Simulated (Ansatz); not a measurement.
# Al$_{2}$BH$_{4}$Cl$_{3}$O$_{5}$: geometry relaxation (part 1 of 2)

- system: Al$_{2}$BH$_{4}$Cl$_{3}$O$_{5}$
- method: RKS PBE0-D4/def2-TZVP (Ansatz 0.2.0)

The geometry is a transition state displaced along its imaginary mode. The reaction was set up to form B1–O6 and Cl2–H5 and to break B1–Cl2 and H5–O6 (atoms counted from 1 in the order of the input); sticks are drawn by distance alone. Figures and captions count atoms from 1; the log counts them from 0 in places.

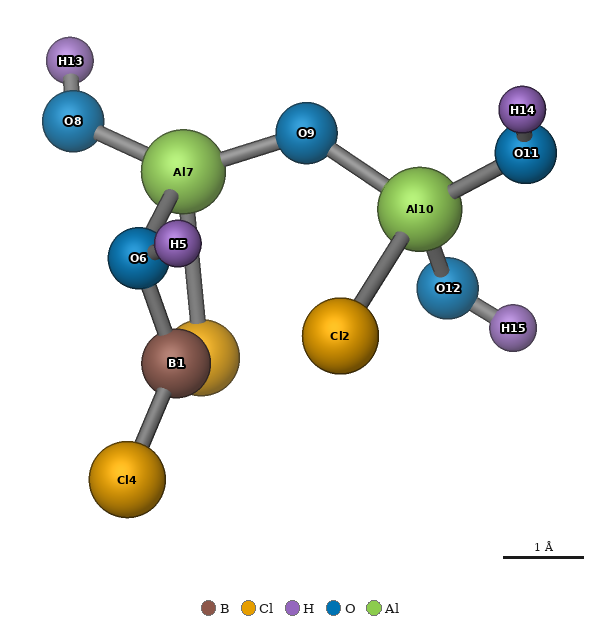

**Figure 1.** The input geometry (ball-and-stick view, seen at a tilt; atoms are numbered from 1 in the order of the input). Sticks mark near contacts. Bond lengths as drawn: Al–Cl 2.38 to 2.44 Å, Al–O 1.65 to 1.90 Å, B–Cl 1.74 to 1.80 Å, B–O 1.45 Å and H–O 0.94 to 0.96 Å.

Results in brief

| quantity | value |
| --- | --- |
| outcome | converged |
| total energy | −61729.2921 eV |
| mean-field energy | −61728.7282 eV |
| dispersion energy | −0.5639 eV |
| SCF solution under orbital rotations | stable |
| largest force (length of the vector) at the end | 0.004 eV/Å |
| dipole moment | 3.01 D |
| hardware | 4 CPU threads, shared host |
| wall time | 49 s (CPU time 78 s) |
| peak memory | 1.1 GiB |

The input
```yaml
crystal:
  periodic: [false, false, false]
  atoms:
    - {symbol: B, position_ang: [-1.699357, 1.082550, 0.497415]}
    - {symbol: Cl, position_ang: [-1.065980, -0.936790, 1.485794]}
    - {symbol: Cl, position_ang: [-1.597805, 0.828706, -1.280393]}
    - {symbol: Cl, position_ang: [-3.218687, 1.466748, 1.252907]}
    - {symbol: H, position_ang: [-0.199596, 1.236445, 1.688357]}
    - {symbol: O, position_ang: [-0.455605, 1.716788, 0.901708]}
    - {symbol: Al, position_ang: [0.683044, 1.354234, -0.580347]}
    - {symbol: O, position_ang: [1.113434, 2.828356, -1.248975]}
    - {symbol: O, position_ang: [1.378376, -0.115369, -0.299790]}
    - {symbol: Al, position_ang: [0.631167, -1.660251, -0.023008]}
    - {symbol: O, position_ang: [1.520820, -2.899837, 0.747867]}
    - {symbol: O, position_ang: [-0.311764, -2.105253, -1.389635]}
    - {symbol: H, position_ang: [1.855296, 2.991201, -1.842113]}
    - {symbol: H, position_ang: [2.057951, -2.802301, 1.518415]}
    - {symbol: H, position_ang: [-0.691294, -2.985326, -1.428104]}
basis:
  gaussian: {orbitals: def2-TZVP}
hamiltonian: {xc: pbe0, dispersion: d4}
relax: {f_tol: 0.005, max_steps: 200}
```

Launched with:
```bash
ansatz run in.yaml --threads 4 --pin off --events-out ev --progress --plain --max-ram 66560MiB --backend cuda --devices 0, --max-vram 37GiB
```

What the program printed
```
Functional definition: PBE0
  name "PBE0"
  cite "Adamo & Barone, J. Chem. Phys. 110, 6158 (1999) doi:10.1063/1.478522"
  cite "Perdew, Burke & Ernzerhof, Phys. Rev. Lett. 77, 3865 (1996) doi:10.1103/PhysRevLett.77.3865"
  parent pbe
  parameter a = 0.25
  parameter kappa = 0.804
  parameter beta = 0.06672455060314922
  exchange = (1 - a)*pbe_x(kappa = kappa, mu = beta*pi^2/3) + a*exact_x
  correlation = pbe_c(beta = beta)
2462 factors; their error is unknown
mean field evaluation 1: about -61704.2702 eV, gradient 1.2e2 eV
mean field evaluation 2: about -61632.8854 eV, gradient 2.2e2 eV
mean field evaluation 4: about -61727.3838 eV, gradient 1.7e1 eV
mean field evaluation 8: about -61727.9090 eV, gradient 1.2e-1 eV
mean field evaluation 16: about -61728.0638 eV, gradient 5.7e-3 eV
mean field -61728.06380761 eV, -2268.4645041453 hartree, gradient 2.2e-5 eV, S^2 0.000000; 0 other end points of the search recorded, 0 dependent functions left out
the calculation of the forces begins
reference -61728.06385278 eV, -2268.4645058052 hartree; 63, 63 occupied and 332, 332 virtual orbitals, 2462 factors
relax step   1: F+E_penalty+E_count = -61728.63589414 eV  Δ(F+E_penalty+E_count) = +0.000e0 eV  max|allowed force component| = 8.135e-1 eV/Å  Δτ_max = 0.0000 Å  (32 SCF iters, accepted)
these checks for a lower state are left out or cut short: starts, cluster_reference, orbital_swaps, neighbouring_geometries, increment
2462 factors; their error is unknown
mean field -61728.26719764 eV, -2268.4719785910 hartree, gradient 8.5e-6 eV, S^2 0.000000; 0 other end points of the search recorded, 0 dependent functions left out
[... from here on the field's lines of each further geometry are left out, up to the last ...]
relax step   2: F+E_penalty+E_count = -61728.84019571 eV  Δ(F+E_penalty+E_count) = -2.043e-1 eV  max|allowed force component| = 9.309e-1 eV/Å  Δτ_max = 0.1712 Å  (31 SCF iters, accepted)
relax step   3: F+E_penalty+E_count = -61729.07608173 eV  Δ(F+E_penalty+E_count) = -2.359e-1 eV  max|allowed force component| = 1.256e0 eV/Å  Δτ_max = 0.1915 Å  (37 SCF iters, accepted)
relax step   4: F+E_penalty+E_count = -61729.17339409 eV  Δ(F+E_penalty+E_count) = -9.731e-2 eV  max|allowed force component| = 9.160e-1 eV/Å  Δτ_max = 0.0898 Å  (31 SCF iters, accepted)
relax step   5: F+E_penalty+E_count = -61729.24470480 eV  Δ(F+E_penalty+E_count) = -7.131e-2 eV  max|allowed force component| = 4.315e-1 eV/Å  Δτ_max = 0.0796 Å  (31 SCF iters, accepted)
relax step   6: F+E_penalty+E_count = -61729.25798635 eV  Δ(F+E_penalty+E_count) = -1.328e-2 eV  max|allowed force component| = 5.359e-1 eV/Å  Δτ_max = 0.2000 Å  (31 SCF iters, accepted)
relax step   7: F+E_penalty+E_count = -61729.28506139 eV  Δ(F+E_penalty+E_count) = -2.708e-2 eV  max|allowed force component| = 1.286e-1 eV/Å  Δτ_max = 0.0681 Å  (32 SCF iters, accepted)
relax step   8: F+E_penalty+E_count = -61729.28786475 eV  Δ(F+E_penalty+E_count) = -2.803e-3 eV  max|allowed force component| = 7.177e-2 eV/Å  Δτ_max = 0.0395 Å  (32 SCF iters, accepted)
relax step   9: F+E_penalty+E_count = -61729.29023871 eV  Δ(F+E_penalty+E_count) = -2.374e-3 eV  max|allowed force component| = 6.446e-2 eV/Å  Δτ_max = 0.0701 Å  (31 SCF iters, accepted)
relax step  10: F+E_penalty+E_count = -61729.29163512 eV  Δ(F+E_penalty+E_count) = -1.396e-3 eV  max|allowed force component| = 2.432e-2 eV/Å  Δτ_max = 0.0188 Å  (33 SCF iters, accepted)
relax step  11: F+E_penalty+E_count = -61729.29184700 eV  Δ(F+E_penalty+E_count) = -2.119e-4 eV  max|allowed force component| = 1.410e-2 eV/Å  Δτ_max = 0.0097 Å  (33 SCF iters, accepted)
relax step  12: F+E_penalty+E_count = -61729.29188843 eV  Δ(F+E_penalty+E_count) = -4.143e-5 eV  max|allowed force component| = 2.530e-2 eV/Å  Δτ_max = 0.0116 Å  (32 SCF iters, accepted)
relax step  13: F+E_penalty+E_count = -61729.29200951 eV  Δ(F+E_penalty+E_count) = -1.211e-4 eV  max|allowed force component| = 1.279e-2 eV/Å  Δτ_max = 0.0057 Å  (33 SCF iters, accepted)
relax step  14: F+E_penalty+E_count = -61729.29203756 eV  Δ(F+E_penalty+E_count) = -2.806e-5 eV  max|allowed force component| = 6.554e-3 eV/Å  Δτ_max = 0.0041 Å  (34 SCF iters, accepted)
relax step  15: F+E_penalty+E_count = -61729.29204609 eV  Δ(F+E_penalty+E_count) = -8.528e-6 eV  max|allowed force component| = 5.082e-3 eV/Å  Δτ_max = 0.0036 Å  (34 SCF iters, accepted)
the calculation of the forces begins
reference -61728.72816833 eV, -2268.4889189514 hartree; 63, 63 occupied and 332, 332 virtual orbitals, 2462 factors
relax step  16: F+E_penalty+E_count = -61729.29204905 eV  Δ(F+E_penalty+E_count) = -2.961e-6 eV  max|allowed force component| = 3.148e-3 eV/Å  Δτ_max = 0.0023 Å  (24 SCF iters, accepted)
2462 factors; their error is unknown
mean field evaluation 128: about -61728.7281 eV, gradient 2.7e-5 eV
```

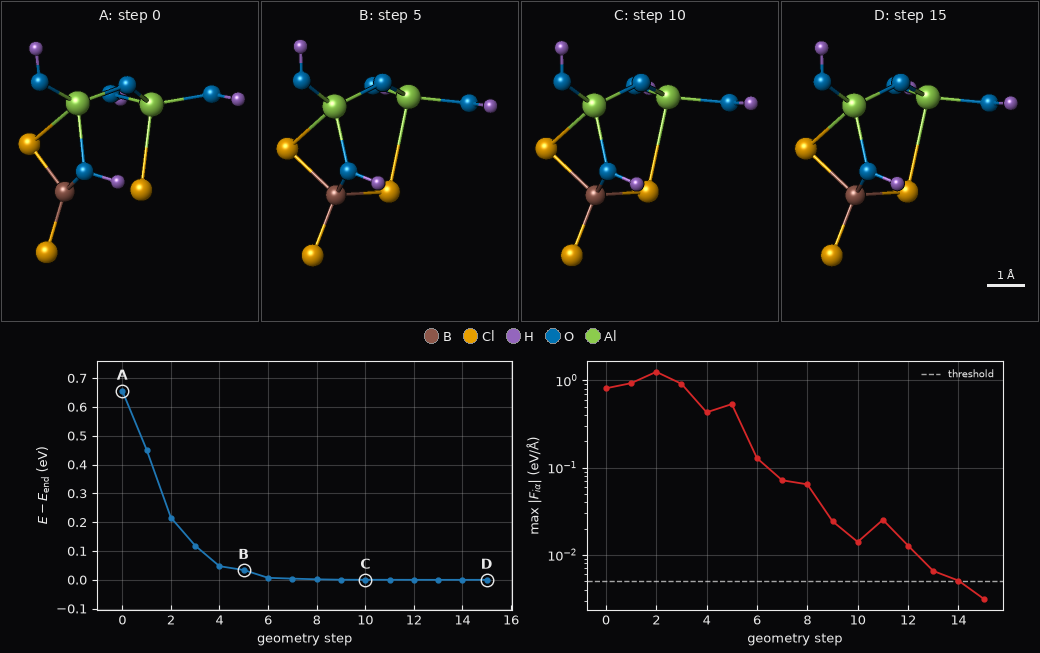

**Figure 2.** Frames of the relaxation (ball-and-stick view, seen at a tilt) above the curves, on which the letters mark them (the first geometry is step 0 here and step 1 in the log).

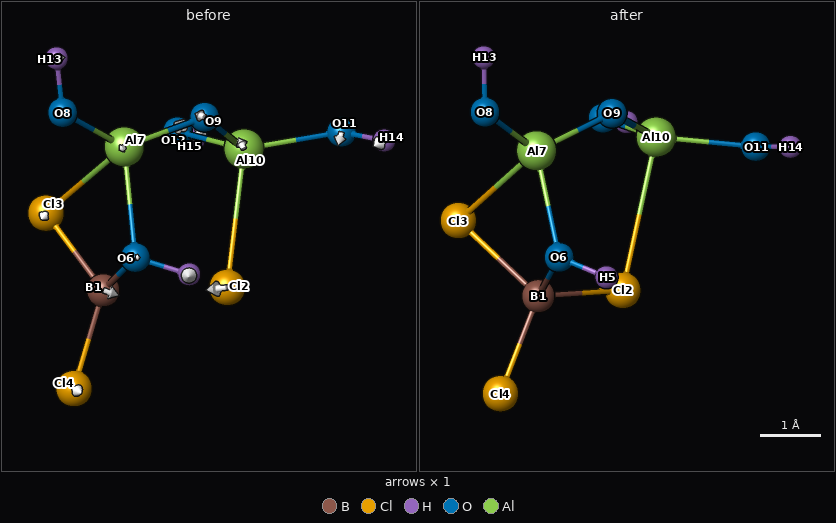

**Figure 3.** Before (left) and after (right) the relaxation, at one scale (ball-and-stick view, seen at a tilt). The white arrows give the displacements, at true length. The largest moves after the best rigid fit, 0.45 Å, are those of Cl2 and H15. By element the largest moves are Cl 0.45 Å, H 0.44 Å, O 0.36 Å, B 0.31 Å, Al 0.25 Å. Among the contacts that change: B1–Cl2 2.336 → 1.856 Å, Cl2–Al10 2.383 → 2.664 Å, B1–Cl3 1.799 → 1.940 Å, Cl3–Al7 2.443 → 2.320 Å. Among the angles that change: H5–O6–Al7 112.6° → 125.7°, B1–O6–H5 103.8° → 114.6°, Cl2–Al10–O11 107.8° → 97.1°. Over 15 geometry steps the energy falls by 0.656 eV. The largest force component goes from 0.81 to 0.0031 eV/Å. (Atoms are counted from 1 in the order of the input.)

```
mean field -61728.72812339 eV, -2268.4889172999 hartree, gradient 2.7e-5 eV, S^2 0.000000; 1 other end points of the search recorded, 0 dependent functions left out
the calculation of the forces begins
reference -61728.72816833 eV, -2268.4889189514 hartree; 63, 63 occupied and 332, 332 virtual orbitals, 2462 factors
Total energy: -61729.29209399 eV, -2268.5096428372 hartree
Atom 0 at    -1.658523     0.869615     0.730744 Å, force    -0.002889     0.000610     0.002524 eV/Å
Atom 1 at    -1.399264    -0.910145     1.189781 Å, force     0.000786     0.000005    -0.001095 eV/Å
Atom 2 at    -1.671467     1.019074    -1.203830 Å, force     0.000388    -0.000524     0.000241 eV/Å
Atom 3 at    -3.111091     1.566251     1.484771 Å, force     0.000021    -0.000138    -0.000836 eV/Å
Atom 4 at    -0.059285     1.574684     1.855130 Å, force    -0.001439    -0.000385    -0.001376 eV/Å
Atom 5 at    -0.414125     1.642908     0.962443 Å, force     0.003148     0.000473     0.001168 eV/Å
Atom 6 at     0.549137     1.358789    -0.622410 Å, force     0.000663     0.000840    -0.000230 eV/Å
Atom 7 at     1.164303     2.816800    -1.187847 Å, force    -0.000003    -0.000798    -0.000649 eV/Å
Atom 8 at     1.267891    -0.142023    -0.513782 Å, force    -0.000697     0.000215     0.000151 eV/Å
Atom 9 at     0.677707    -1.720769    -0.268261 Å, force    -0.000009    -0.000223    -0.001439 eV/Å
Atom 10 at     1.355648    -2.760367     0.891125 Å, force     0.000787    -0.001048     0.000693 eV/Å
Atom 11 at    -0.193162    -2.405414    -1.554094 Å, force     0.000199    -0.000010     0.001403 eV/Å
Atom 12 at     1.930609     2.892734    -1.752103 Å, force    -0.000149     0.000026     0.000461 eV/Å
Atom 13 at     1.996536    -2.472680     1.537018 Å, force    -0.000873     0.000817    -0.000645 eV/Å
Atom 14 at    -0.434914    -3.329557    -1.548588 Å, force     0.000067     0.000139    -0.000371 eV/Å
Dipole moment:     0.372556     0.400619     0.303679 e Å
```

Trajectory as extended XYZ (Å, eV, eV/Å), 16 frames, from step=1 to step=16
```
15
Properties=species:S:1:pos:R:3:forces:R:3 step=1 energy=-61728.63589
B    -1.6994    1.0825    0.4974    0.2938  -0.7929   0.6231
Cl   -1.0660   -0.9368    1.4858   -0.3311   0.4565  -0.2991
Cl   -1.5978    0.8287   -1.2804   -0.0294   0.1022  -0.2568
Cl   -3.2187    1.4667    1.2529    0.1127   0.0606  -0.0706
H    -0.1996    1.2364    1.6884    0.4407  -0.1540   0.8135
O    -0.4556    1.7168    0.9017   -0.4626   0.4044  -0.7128
Al    0.6830    1.3542   -0.5803   -0.1251  -0.0051  -0.0060
O     1.1134    2.8284   -1.2490    0.3908   0.0726  -0.3123
O     1.3784   -0.1154   -0.2998   -0.0028  -0.0775   0.0659
Al    0.6312   -1.6603   -0.0230    0.2306  -0.1155  -0.1820
O     1.5208   -2.8998    0.7479   -0.5112   0.0905  -0.4467
O    -0.3118   -2.1053   -1.3896   -0.0005  -0.2030   0.1046
H     1.8553    2.9912   -1.8421   -0.3818  -0.1087   0.3010
H     2.0580   -2.8023    1.5184    0.2842   0.1039   0.3978
H    -0.6913   -2.9853   -1.4281    0.0915   0.1659  -0.0195
15
Properties=species:S:1:pos:R:3:forces:R:3 step=2 energy=-61728.84020
B    -1.6518    1.0063    0.5756    0.2449  -0.9309   0.5592
Cl   -1.1139   -0.9580    1.4173   -0.3051   0.8503  -0.4374
Cl   -1.6272    0.8645   -1.2300    0.1063  -0.0280  -0.4061
Cl   -3.1555    1.4151    1.3461   -0.2736   0.1863   0.1496
H    -0.1202    1.3586    1.7377    0.0660   0.4252  -0.1334
O    -0.4437    1.7562    0.9071    0.1550  -0.4937   0.3945
Al    0.6711    1.3570   -0.5836   -0.2710   0.1330  -0.1007
O     1.0969    2.8144   -1.2910    0.1612  -0.0008  -0.0827
O     1.3671   -0.1102   -0.2889   -0.0503  -0.1833   0.0416
Al    0.6177   -1.6635   -0.0725    0.3519  -0.1457  -0.1844
O     1.4333   -2.8820    0.8076   -0.1902   0.1011  -0.1078
O    -0.2256   -2.1391   -1.4954    0.0760   0.0213   0.2872
H     1.8220    2.9572   -1.8986   -0.0944  -0.0315   0.0796
H     1.9244   -2.7565    1.6152   -0.0102   0.0617  -0.0361
H    -0.5945   -3.0202   -1.5464    0.0335   0.0351  -0.0230
15
Properties=species:S:1:pos:R:3:forces:R:3 step=3 energy=-61729.07608
B    -1.6089    0.8826    0.6598   -0.3014   0.0013  -0.0368
Cl   -1.1756   -0.8399    1.2797   -0.2167  -0.5315   0.3992
Cl   -1.6297    0.8450   -1.2171    0.1891   0.1894  -0.1105
Cl   -3.1406    1.3842    1.4212    0.0564   0.1728  -0.0665
H    -0.0469    1.4499    1.7881   -0.4457   0.6899  -1.1368
O    -0.4357    1.7444    0.9181    0.7425  -0.6057   1.2558
Al    0.6593    1.3513   -0.5899   -0.6352   0.3675  -0.1398
O     1.0840    2.8043   -1.3088    0.0259  -0.0496   0.0902
O     1.3695   -0.1080   -0.2900    0.0170  -0.4675   0.0781
Al    0.6214   -1.6633   -0.1074    0.6798  -0.1071  -0.4970
O     1.3781   -2.8713    0.8445   -0.1848   0.2745   0.1827
O    -0.1860   -2.1566   -1.5464    0.1507   0.1135   0.4885
H     1.8036    2.9398   -1.9169    0.1117   0.0188  -0.0923
H     1.8545   -2.7236    1.6658   -0.1815   0.0099  -0.3673
H    -0.5470   -3.0388   -1.6006   -0.0077  -0.0763  -0.0477
```
